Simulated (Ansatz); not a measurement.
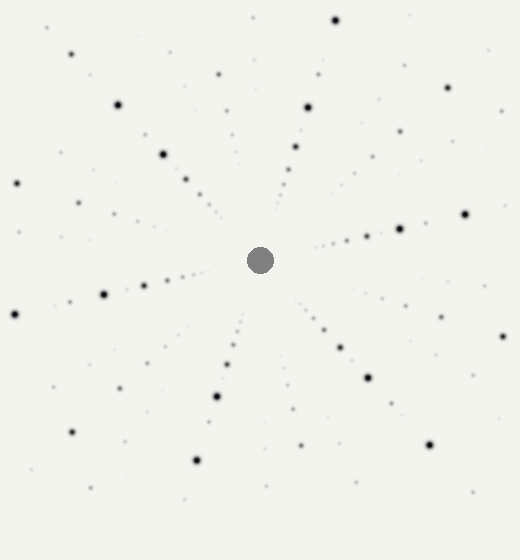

Simulated back-reflection Laue pattern (white X-rays, 0.45 to 2.2 Å, flat plate covering ±45° about the beam, kinematic intensities, seen from the source).

### Which symmetry elements lie along the beam?

3m: a threefold axis with three mirror lines.

The crystal is Ir, space group Fm-3m (No. 225), a = 3.83 Å. Structure: the input geometry of an electronic-structure calculation (not necessarily at equilibrium).

### Which direction points towards the source?

[111] or one equivalent to it by a rotation of the Laue group. In Laue class m-3m no other family of directions with a member of indices 0 and ±1 has this symmetry.
